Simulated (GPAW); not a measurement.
# Ga2O3 (C2/m): G0W0 with GPAW, start to end

Wanted: ground state, empty states, screening and self-energy for Ga2O3 (C2/m).

Method: PBE and many-body steps on it, plane waves, in GPAW 26.7.0.

**What was measured.**

- Gap 4.6 eV: optical gap, direct-transition analysis, x = 0.0; diffuse reflectance, Tauc plot; 300 K; powder (solid-state synthesised powder, 1400 C in air) (“Photoelectric Studies as the Key to Understanding the Nonradiative Processes in Chromium Activated NIR Materials”, 2024, pmc:11328124).

- Gap 4.88 eV: optical direct gap from Tauc plot; optical transmission, Tauc plot; film (as-deposited 50 nm PLD film, (-201) oriented) on c-plane sapphire (“beta-phase (AlxGa1-x)2O3 thin film with Al composition more than 70%”, 2020, arxiv:2005.05799).

- Gap 4.5 eV: optical absorption edge from ellipsometry; spectroscopic ellipsometry; film (oxidised 75 nm GaSe layer, annealed at 800 C in oxygen) on Al2O3 (“Thin Ga2O3 Layers by Thermal Oxidation of van der Waals GaSe Nanostructures for Ultraviolet Photon Sensing”, 2024, pmc:11320379).

- Gap 4.98 eV: direct optical gap from Tauc plot, film annealed at 900 C; UV-Vis transmission and reflection, Tauc plot; film (80 nm PE-ALD film on sapphire, annealed in O2 at 900 C for 15 min) on sapphire (“Investigation of Ga2O3-Based Deep Ultraviolet Photodetectors Using Plasma-Enhanced Atomic Layer Deposition System”, 2020, pmc:7662978).

- Gap 4.65 eV: direct optical gap from Tauc extrapolation, as-deposited; optical transmittance, Tauc plot; film (polycrystalline sputtered film, about 164 nm, on sapphire, not annealed) on Al2O3 (0006) (“Effects of Post Annealing on Electrical Performance of Polycrystalline Ga2O3 Photodetector on Sapphire”, 2020, pmc:7206477).

This is a selection; 6 further reports are not listed.

## (1) Set-up

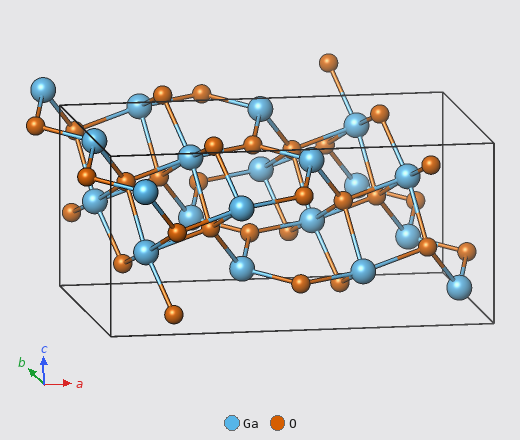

The starting structure, seen from a free direction (gallium blue, oxygen orange). 1×2×1 cells are drawn. This picture shows the conventional cell, with its axes. Some periodic images of atoms are drawn too.

The cell and positions come from the Crystallography Open Database and are kept as given unless a step says otherwise.

## (2) Ground state

This step: GPAW 26.7.0; DFT, PBE, plane waves, PAW.

The ground-state density comes first.

run.py reads:

```python
import json
import numpy as np
from gpaw.mpi import world
from ase import Atoms
from gpaw import GPAW, PW, FermiDirac

atoms = Atoms(['Ga', 'Ga', 'Ga', 'Ga', 'O', 'O', 'O', 'O', 'O', 'O'],
    cell=[[6.1070000000, -1.5185500000, 0.0000000000],
      [6.1070000000, 1.5185500000, 0.0000000000],
      [-1.3859888959, 0.0000000000, 5.6300087380]],
    scaled_positions=[[0.0905000000, 0.0905000000, 0.7946000000],
      [0.9095000000, 0.9095000000, 0.2054000000],
      [0.6586600000, 0.6586600000, 0.3140200000],
      [0.3413400000, 0.3413400000, 0.6859800000],
      [0.1645000000, 0.1645000000, 0.1098000000],
      [0.8355000000, 0.8355000000, 0.8902000000],
      [0.1733000000, 0.1733000000, 0.5632000000],
      [0.8267000000, 0.8267000000, 0.4368000000],
      [0.4959000000, 0.4959000000, 0.2566000000],
      [0.5041000000, 0.5041000000, 0.7434000000]],
    pbc=(True, True, True))
calc = GPAW(mode=PW(600),
    xc='PBE',
    kpts={'size': (8, 8, 4), 'gamma': True},
    occupations=FermiDirac(0.001),
    nbands=-11,
    convergence={'density': 1e-6, 'bands': -3},
    maxiter=100,
    txt='gs.txt')
atoms.calc = calc
res = {'energy': atoms.get_potential_energy()}
kpts = calc.get_ibz_k_points()
res['kpts'] = kpts
res['eigenvalues'] = [calc.get_eigenvalues(kpt=k) for k in range(len(kpts))]
res['n_electrons'] = calc.get_number_of_electrons()
calc.write('gs.gpw')

if world.rank == 0:
    with open('result.json', 'w') as f:
        json.dump(res, f, default=lambda x: x.tolist())
```

The run is started by

```bash
$ mpirun -n 4 gpaw python run.py
```

The log of the run:

```text
__  _  _
 | _ |_)|_||  |
 |__||  | ||/\| - 26.7.0

Input parameters:
  mode=PW(ecut=600.0),
  convergence={'density': 1e-06, 'bands': -3},
  kpts=MonkhorstPack(size=(8, 8, 4), gamma=True),
  maxiter=100,
  nbands=-11,
  occupations=Occupations(name='fermi-dirac', width=0.001, fixmagmom=False),
  xc=XC(name='PBE')
  [... matrices ...]
Diagonalizing LCAO Hamiltonian
Converting LCAO to pw mode

                             O
       Ga          O
               Ga
          O                   O
                         Ga
                     O           Ga
           O

Atoms  # Å, Bohr magnetons
|   | symbol |         x |         y |        z |    initial magnetic moments |
| 0 |     Ga |  0.004060 | -0.000000 | 4.473605 | ( 0.0000,  0.0000,  0.0000) |
| 1 |     Ga | 10.823951 |  0.000000 | 1.156404 | ( 0.0000,  0.0000,  0.0000) |
| 2 |     Ga |  7.609645 |  0.000000 | 1.767935 | ( 0.0000,  0.0000,  0.0000) |
| 3 |     Ga |  3.218366 | -0.000000 | 3.862073 | ( 0.0000,  0.0000,  0.0000) |
| 4 |      O |  1.857021 | -0.000000 | 0.618175 | ( 0.0000,  0.0000,  0.0000) |
| 5 |      O |  8.970990 | -0.000000 | 5.011834 | ( 0.0000,  0.0000,  0.0000) |
| 6 |      O |  1.336097 | -0.000000 | 3.170821 | ( 0.0000,  0.0000,  0.0000) |
| 7 |      O |  9.491914 |  0.000000 | 2.459188 | ( 0.0000,  0.0000,  0.0000) |
| 8 |      O |  5.701278 | -0.000000 | 1.444660 | ( 0.0000,  0.0000,  0.0000) |
| 9 |      O |  5.126733 |  0.000000 | 4.185348 | ( 0.0000,  0.0000,  0.0000) |

Unit cell  # Å
| periodic |         x |         y |        z |  lengths |     angles |
|      yes |  6.107000 | -1.518550 | 0.000000 | 6.292968 | 103.413542 |
|      yes |  6.107000 |  1.518550 | 0.000000 | 6.292968 | 103.413542 |
|      yes | -1.385989 |  0.000000 | 5.630009 | 5.798100 |  27.927628 |

Number of symmetries: 4
Symmetry operations  # r_c * U_cc + t_c -> r_c
|   | kind |            matrix            |
| 0 |  E   |  1, 0, 0,  0, 1, 0,  0, 0, 1 |
| 1 |  σ   |  0, 1, 0,  1, 0, 0,  0, 0, 1 |
| 2 |  C2  |  0,-1, 0, -1, 0, 0,  0, 0,-1 |
| 3 |  i   | -1, 0, 0,  0,-1, 0,  0, 0,-1 |

BZ-sampling:
  Number of BZ points: 256
  Number of IBZ points: 78

  Monkhorst-Pack size: [8, 8, 4]
  Monkhorst-Pack shift: [0.0625, 0.0625, 0.125]

K-points  # in reciprocal-cell coordinates
|     |                                coordinates |     weight |
|   0 | (  0.00000000,   0.00000000,   0.00000000) | 0.00390625 |
|   1 | (  0.00000000,   0.00000000,   0.25000000) | 0.00781250 |
|   2 | (  0.00000000,   0.00000000,   0.50000000) | 0.00390625 |
|   3 | (  0.12500000,  -0.12500000,   0.00000000) | 0.00781250 |
|   4 | (  0.12500000,  -0.12500000,   0.25000000) | 0.01562500 |
|   5 | (  0.12500000,  -0.12500000,   0.50000000) | 0.00781250 |
|   6 | (  0.12500000,   0.00000000,  -0.25000000) | 0.01562500 |
|   7 | (  0.12500000,   0.00000000,   0.00000000) | 0.01562500 |
|   8 | (  0.12500000,   0.00000000,   0.25000000) | 0.01562500 |
|   9 | (  0.12500000,   0.00000000,   0.50000000) | 0.01562500 |
| ... |                                            |            |
|  77 | (  0.50000000,   0.50000000,   0.50000000) | 0.00390625 |

Plane wave coefficients: 3518
Cutoff: 600.0 eV

Spin-components: 1 (collinear spins)
Bands:           35
Projectors:      50
Spin-degeneracy: 2
Datatype:        complex128

  Storage: CPU
  Wave functions: 151_089_120 bytes (37_772_280 per core)
  Projectors: 125_188_128 bytes (31_297_032 per core)
  [... matrices ...]
Parallelization:
  kpt:    4
  domain: 1
  band:   1

Density:
  Valence electrons: 48.0
  Components: 1
  Grid points: [36 36 35]
  Charge: 0.0  # |e|

Potential:
  Grid points: [36 36 35]

species:
  Ga:
    name:    Gallium
    Z:       31.0
    valence: 3
    core:    28
    charge:  0.0  # [|e|]
    compensation charges:
      type: gauss
      rc: 0.37  # [Å]
      lmax: 2
    cutoffs:
      filter: 2.06  # [Å]
      core: 4.17  # [Å]
    projectors
    | kind |    occ | energy [eV] | rcut [Å] |
    |   4s |  2.000 |      -8.945 |    1.164 |
    |   4p |  1.000 |      -2.580 |    1.164 |
    |    s |        |      18.266 |    1.164 |
    |    p |        |      24.631 |    1.164 |
    |    d |        |       0.000 |    1.164 |

    Using partial waves for Ga as LCAO basis

  O:
    name:    Oxygen
    Z:       8.0
    valence: 6
    core:    2
    charge:  0.0  # [|e|]
    compensation charges:
      type: gauss
      rc: 0.21  # [Å]
      lmax: 2
    cutoffs:
      filter: 1.17  # [Å]
      core: 0.83  # [Å]
    projectors
    | kind |    occ | energy [eV] | rcut [Å] |
    |   2s |  2.000 |     -23.961 |    0.688 |
    |   2p |  4.000 |      -9.029 |    0.598 |
    |    s |        |       3.251 |    0.688 |
    |    p |        |      18.182 |    0.598 |
    |    d |        |       0.000 |    0.619 |

    Using partial waves for O as LCAO basis

Reference energy: -223783.799923  # eV

eigensolver:
  PPCG
  Converge bands: -3
  niter=2

density mixing:
  MSR1-Mixer
  Pratt-step length: 0.05
  Maximum mixing coefficient: 0.75
  Old densities: 10
  SVD Regularization: 0.005
  Good broyden scale: 1.0
  Trust region scale: 1.0
  Backstep threshold: 4.0
  History deletion threshold: 6.0
  Fourier metric: weight=20.0, sigma=0.015

occupation numbers:
  Fermi-Dirac:
    width: 0.0010  # eV

poisson solver:
  ecut: 4800.0  # eV

xc functional:
  name: PBE with 2 nearest neighbor stencil

Initialization done in: 5.201 s

convergence criteria:
- Maximum integral of absolute [dens]ity change: 1e-06 electrons / valence electron
- Maximum [total energy] change in last 3 cyles: 0.0005 eV / valence electron
- Maximum integral of absolute [eigenst]ate change: 4e-08 eV^2 / valence electron
maximum number of iterations: 100

SCF iterations
|iter     |     time |      energy | eigst |  dens |
|iter:   1|  |  -68.529567 | +0.29 |       |
|iter:   2|  |  -66.248964 | -1.07 | -0.67 |
|iter:   3|  |  -59.875443 | -0.35 | -0.73 |
|iter:   4|  |  -59.874605 | -2.05 | -1.33 |
|iter:   5|  |  -59.882050c| -2.52 | -1.61 |
|iter:   6|  |  -59.881002c| -3.29 | -2.47 |
|iter:   7|  |  -59.881169c| -4.55 | -2.87 |
|iter:   8|  |  -59.881198c| -4.94 | -3.32 |
|iter:   9|  |  -59.881199c| -5.04 | -4.18 |
|iter:  10|  |  -59.881199c| -5.49 | -4.48 |
|iter:  11|  |  -59.881199c| -6.21 | -4.89 |
|iter:  12|  |  -59.881199c| -6.78 | -5.53 |
|iter:  13|  |  -59.881199c| -6.95 | -6.19c|
|iter:  14|  |  -59.881199c| -7.42c| -6.79c|

Converged in 14 steps
SCF loop duration: 75.999 s (5.429 s/step)
Energy contributions relative to reference atoms: (reference = -223783.799923)
  [... matrices ...]
Energy contributions:
  Kinetic:         153.493002
  Coulomb:        -135.365314
  Zero:              1.370137
  External:          0.000000
  Xc:              -79.379024
  Entropy:          -0.000000
  Spinorbit:         0.000000
  ----------------------------
  Free energy:     -59.881199
  Extrapolated:    -59.881199

dipole moment: (-0.000310, 0.000000, -0.000161)  # |e|*Ang

Fermi level: 5.063
Eigenvalues  # (at kpt = [0.000, 0.000, 0.000])
| band index |      eig [eV] | occ [0-2] |
|          0 |       -13.895 |     2.000 |
|        ... |               |           |
|         16 |         3.269 |     2.000 |
|         17 |         3.409 |     2.000 |
|         18 |         3.987 |     2.000 |
|         19 |         4.232 |     2.000 |
|         20 |         4.304 |     2.000 |
|         21 |         4.532 |     2.000 |
|         22 |         4.721 |     2.000 |
|         23 |         4.994 |     2.000 |
|         24 |         7.453 |     0.000 |
[...]
|         28 |        12.828 |     0.000 |
|         29 |        13.790 |     0.000 |
|         30 |        14.452 |     0.000 |
|         31 |        14.508 |     0.000 |
|        ... |               |           |
|         34 |        17.935 |     0.000 |

Gap: 2.430 eV
Transition (v -> c):
  (s=0, k=74, n=23, [0.50, 0.38, 0.50]) -> (s=0, k=0, n=24, [0.00, 0.00, 0.00])
Direct/indirect transitions are different
Direct gap: 2.460 eV
Transition at: (s=0, k=0, n=23, [0.00, 0.00, 0.00])
# Writing to gs.gpw (mode='')
  [... matrices ...]
```

Wall time 83 s (4 MPI ranks of Arm Neoverse V2, shared host); peak memory 1.1 GiB; 5.5 min of CPU time.

This step gave:

* total energy: -59.8812 eV
* gap: 2.430 eV
* k of the valence top: 0.5, 0.375, 0.5
* k of the conduction bottom: 0, 0, 0
* least direct gap: 2.460 eV

The gap is indirect, with the least direct gap 0.03 eV higher.

## (3) Bands along the symmetry lines

Levels along a band path, at the cheap level, show where the edges lie and whether the meshes to come will hold them.

run.py reads:

```python
import json
import numpy as np
from gpaw.mpi import world
from gpaw import GPAW

path = [[0.000000, 0.000000, 0.000000],
    [-0.033299, 0.033299, 0.000000],
    [-0.066599, 0.066599, 0.000000],
    [-0.099898, 0.099898, 0.000000],
    [-0.133197, 0.133197, 0.000000],
    [-0.166496, 0.166496, 0.000000],
    [-0.199796, 0.199796, 0.000000],
    [-0.233095, 0.233095, 0.000000],
    [-0.266394, 0.266394, 0.000000],
    [-0.733606, -0.266394, 0.000000],
    [-0.704405, -0.295595, 0.000000],
    [-0.675204, -0.324796, 0.000000],
    [-0.646003, -0.353996, 0.000000],
    [-0.616803, -0.383197, 0.000000],
    [-0.587602, -0.412398, 0.000000],
    [-0.558401, -0.441599, 0.000000],
    [-0.529201, -0.470799, 0.000000],
    [-0.500000, -0.500000, 0.000000],
    [-0.437500, -0.437500, 0.000000],
    [-0.375000, -0.375000, 0.000000],
    [-0.312500, -0.312500, 0.000000],
    [-0.250000, -0.250000, 0.000000],
    [-0.187500, -0.187500, 0.000000],
    [-0.125000, -0.125000, 0.000000],
    [-0.062500, -0.062500, 0.000000],
    [0.000000, 0.000000, 0.000000],
    [-0.062500, -0.062500, 0.062500],
    [-0.125000, -0.125000, 0.125000],
    [-0.187500, -0.187500, 0.187500],
    [-0.250000, -0.250000, 0.250000],
    [-0.312500, -0.312500, 0.312500],
    [-0.375000, -0.375000, 0.375000],
    [-0.437500, -0.437500, 0.437500],
    [-0.500000, -0.500000, 0.500000],
    [-0.530233, -0.469767, 0.500000],
    [-0.560465, -0.439535, 0.500000],
    [-0.590698, -0.409302, 0.500000],
    [-0.620931, -0.379069, 0.500000],
    [-0.651163, -0.348837, 0.500000],
    [-0.681396, -0.318604, 0.500000],
    [-0.711628, -0.288372, 0.500000],
    [-0.741861, -0.258139, 0.500000],
    [-0.258139, 0.258139, 0.500000],
    [-0.225872, 0.225872, 0.500000],
    [-0.193604, 0.193604, 0.500000],
    [-0.161337, 0.161337, 0.500000],
    [-0.129069, 0.129069, 0.500000],
    [-0.096802, 0.096802, 0.500000],
    [-0.064535, 0.064535, 0.500000],
    [-0.032267, 0.032267, 0.500000],
    [0.000000, 0.000000, 0.500000],
    [0.000000, 0.000000, 0.437500],
    [0.000000, 0.000000, 0.375000],
    [0.000000, 0.000000, 0.312500],
    [0.000000, 0.000000, 0.250000],
    [0.000000, 0.000000, 0.187500],
    [0.000000, 0.000000, 0.125000],
    [0.000000, 0.000000, 0.062500],
    [0.000000, 0.000000, 0.000000],
    [-0.500000, 0.000000, 0.500000],
    [-0.437500, 0.000000, 0.437500],
    [-0.375000, 0.000000, 0.375000],
    [-0.312500, 0.000000, 0.312500],
    [-0.250000, 0.000000, 0.250000],
    [-0.187500, 0.000000, 0.187500],
    [-0.125000, 0.000000, 0.125000],
    [-0.062500, 0.000000, 0.062500],
    [0.000000, 0.000000, 0.000000],
    [-0.062500, 0.000000, 0.000000],
    [-0.125000, 0.000000, 0.000000],
    [-0.187500, 0.000000, 0.000000],
    [-0.250000, 0.000000, 0.000000],
    [-0.312500, 0.000000, 0.000000],
    [-0.375000, 0.000000, 0.000000],
    [-0.437500, 0.000000, 0.000000],
    [-0.500000, 0.000000, 0.000000]]
calc = GPAW('gs.gpw').fixed_density(kpts=path,
    symmetry='off',
    nbands=34,
    convergence={'bands': 30},
    txt='bands.txt')
res = {}
kpts = calc.get_ibz_k_points()
res['kpts'] = kpts
res['eigenvalues'] = [calc.get_eigenvalues(kpt=k) for k in range(len(kpts))]
res['n_electrons'] = calc.get_number_of_electrons()

if world.rank == 0:
    with open('result.json', 'w') as f:
        json.dump(res, f, default=lambda x: x.tolist())
```

The run is started by

```bash
$ mpirun -n 4 gpaw python run.py
```

The log of the run:

```text
Diagonalizing LCAO Hamiltonian
Converting LCAO to pw mode
convergence criteria:
- Maximum integral of absolute [eigenst]ate change: 4e-08 eV^2 / valence electron
maximum number of iterations: 100

SCF iterations
|iter     |     time |      energy | eigst |  dens |
|iter:   1|  |             | +0.30 |       |
|iter:   2|  |             | -1.36 |       |
|iter:   3|  |             | -2.42 |       |
[...]
|iter:  10|  |             | -6.73 |       |
|iter:  11|  |             | -7.27 |       |
|iter:  12|  |             | -7.70c|       |
SCF steps: 12
  __  _  _
 | _ |_)|_||  |
 |__||  | ||/\| - 26.7.0

Input parameters:
  mode=PW(ecut=600.0),
  convergence={'bands': 30},
  gpts=array([36, 36, 35]),
  kpts=KPoints(kpts=array([[ 0.      ,  0.      ,  0.      ],
         [-0.033299,  0.033299,  0.      ],
         [-0.066599,  0.066599,  0.      ],
         [-0.099898,  0.099898,  0.      ],
[...]
[-0.5     , -0.5     ,  0.      ],
         [-0.4375  , -0.4375  ,  0.      ],
         [-0.375   , -0.375   ,  0.      ],
[...]
[ 0.      ,  0.      ,  0.      ],
[...]
[-0.064535,  0.064535,  0.5     ],
         [-0.032267,  0.032267,  0.5     ],
         [ 0.      ,  0.      ,  0.5     ],
         [ 0.      ,  0.      ,  0.4375  ],
[...]
[ 0.      ,  0.      ,  0.      ],
[...]
[ 0.      ,  0.      ,  0.      ],
[...]
[-0.375   ,  0.      ,  0.      ],
         [-0.4375  ,  0.      ,  0.      ],
         [-0.5     ,  0.      ,  0.      ]])),
  maxiter=100,
  nbands=34,
  occupations=Occupations(name='fermi-dirac', width=0.001, fixmagmom=False),
  parallel={},
  symmetry=Symmetry(point_group=False, time_reversal=False),
  xc=XC(name='PBE')
```

Run time: 64 s. Hardware: 4 MPI ranks; peak memory 1.2 GiB; 4.3 min of CPU time.

Numbers from this step:

* gap: 2.423 eV
* k of the valence top: -0.5302, -0.4698, 0.5
* k of the conduction bottom: 0, 0, 0
* least direct gap: 2.460 eV

The gap is 2.423 eV, −0.008 eV from the run before at this level.

The electronic bands at the labelled points (eV, zero at the top of the highest filled band):

```
     point  band 21  band 22  band 23  band 24  band 25  band 26  band 27  band 28
         Γ    -0.73    -0.50    -0.31    -0.04     2.42     5.74     6.76     6.78
         C    -0.95    -0.82    -0.54    -0.14     5.79     6.49     7.00     7.15
jump to C2    -0.95    -0.82    -0.54    -0.14     5.79     6.49     7.00     7.15
        Y2    -0.79    -0.77    -0.45    -0.18     4.60     4.85     5.85     6.62
         Γ    -0.73    -0.50    -0.31    -0.04     2.42     5.74     6.76     6.78
        M2    -0.73    -0.72    -0.61    -0.01     5.22     5.37     6.29     6.56
         D    -1.18    -0.92    -0.90    -0.67     6.95     7.02     7.72     8.12
jump to D2    -1.18    -0.92    -0.90    -0.67     6.95     7.02     7.72     8.12
         A    -0.69    -0.65    -0.61    -0.33     4.81     4.95     6.77     7.24
         Γ    -0.73    -0.50    -0.31    -0.04     2.42     5.74     6.76     6.78
jump to L2    -1.14    -1.08    -0.78    -0.68     6.92     6.96     7.89     8.09
         Γ    -0.73    -0.50    -0.31    -0.04     2.42     5.74     6.76     6.78
        V2    -0.86    -0.77    -0.53    -0.15     5.66     6.56     7.28     7.51
```

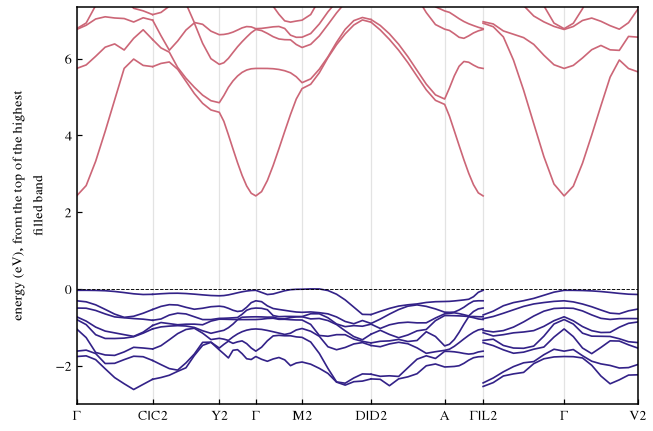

Electronic bands along the path; lines of filled and empty bands in two colours.

## (4) Empty states on the mesh, 4×4×4 mesh, 361 bands

The sums over transitions need many empty states on a uniform mesh; this step solves for them.

run.py reads:

```python
import json
import numpy as np
from gpaw.mpi import world
from gpaw import GPAW

calc = GPAW('gs.gpw').fixed_density(kpts={'size': (4, 4, 4), 'gamma': True},
    parallel={'domain': 1, 'band': 1},
    txt='nscf.txt')
calc.diagonalize_full_hamiltonian(nbands=361)
calc.write('full.gpw', mode='all')
res = {}
kpts = calc.get_ibz_k_points()
res['kpts'] = kpts
res['eigenvalues'] = [calc.get_eigenvalues(kpt=k) for k in range(len(kpts))]
res['n_electrons'] = calc.get_number_of_electrons()

if world.rank == 0:
    with open('result.json', 'w') as f:
        json.dump(res, f, default=lambda x: x.tolist())
```

The run is started by

```bash
$ mpirun -n 4 gpaw python run.py
```

The log of the run:

```text
Diagonalizing LCAO Hamiltonian
Converting LCAO to pw mode
convergence criteria:
- Maximum integral of absolute [eigenst]ate change: 4e-08 eV^2 / valence electron
maximum number of iterations: 100

SCF iterations
|iter     |     time |      energy | eigst |  dens |
|iter:   1|  |             | +0.40 |       |
|iter:   2|  |             | -1.15 |       |
|iter:   3|  |             | -2.05 |       |
[...]
|iter:  16|  |             | -7.17 |       |
|iter:  17|  |             | -7.39 |       |
|iter:  18|  |             | -7.57c|       |
SCF steps: 18
  __  _  _
 | _ |_)|_||  |
 |__||  | ||/\| - 26.7.0

Input parameters:
  mode=PW(ecut=600.0),
  convergence={'density': 1e-06, 'bands': -3},
  gpts=array([36, 36, 35]),
  kpts=MonkhorstPack(size=(4, 4, 4), gamma=True),
  maxiter=100,
  nbands=35,
  occupations=Occupations(name='fermi-dirac', width=0.001, fixmagmom=False),
  parallel={'domain': 1, 'band': 1},
  xc=XC(name='PBE')
Matrix size: 3506x3506
# Writing to full.gpw (mode='all')
  [... matrices ...]

timing:  # [seconds]
  Total: 294.320  # ━━━━━━━━━━━━━━━━━━━━━━━━━━━━━━━━━━━━━━━━━━━━━━━━━━━━━━━━━
```

Wall time 5.4 min (4 MPI ranks); peak memory 5.3 GiB; 22 min of CPU time.

This step gave:

```
gap                                                           : 2.431 eV
k of the valence top                                          : 0.5, 0.5, 0.5
k of the conduction bottom                                    : 0, 0, 0
least direct gap                                              : 2.460 eV
k points computed                                             : 24
lowest point of the top converged band, above the valence top : 116.6438 eV
```

On this mesh the gap is 2.431 eV.

(Continued in part 2 of 2.)

[Paths, hosts, dates, memory and timing lines, banners, echoed tables and standing remarks are left out of the program output.]

[Logs are printed without paths, hosts, clocks, repeated set-up lines and the standing remarks that a program may print on its own settings, such as how far it seeks lower states.]

[Runs of the session that timed out or met a known fault of the program may be left out.]

[Hosts, paths, dates, database ids (printed as entryN), source tags and the programs' standing remarks are cut or masked in the printed files.]
